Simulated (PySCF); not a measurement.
C₆H₁₂O, SMILES CC(=O)CC(C)C at its GFN2-xTB optimised geometry (Å):

```
19

C      2.4319     1.2733     0.0000
C      0.9219     1.2733     0.0000
O      0.2739     2.2881     0.0000
C      0.3040    -0.1089     0.0152
C     -1.1321    -0.1334    -0.5171
C     -1.7965    -1.4687    -0.1943
C     -1.1406     0.1213    -2.0221
H      2.7804     0.9800    -0.9889
H      2.8153     0.5560     0.7212
H      2.8098     2.2672     0.2240
H      0.9336    -0.8003    -0.5479
H      0.3112    -0.4354     1.0601
H     -1.6866     0.6719    -0.0255
H     -1.2470    -2.2881    -0.6544
H     -2.8153    -1.4861    -0.5737
H     -1.8296    -1.6369     0.8800
H     -0.6910     1.0854    -2.2457
H     -2.1598     0.1246    -2.4007
H     -0.5831    -0.6544    -2.5447
```

Calculation: PBE/def2-SVP (PySCF 2.14.0). Cells within 0.4 Å of a nucleus heavier than hydrogen are left out (blank, or x).

Map of the HOMO−1 amplitude (bohr^(-3/2)), clipped to [-0.25, 0.25] on the plane z = 0.0 Å; orbital energy -7.70 eV, overall sign arbitrary:

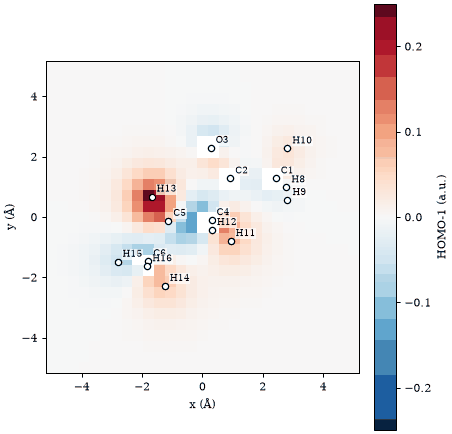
HOMO−1 amplitude (bohr^(-3/2)), clipped to [-0.25, 0.25] on the plane z = 0.0 Å.
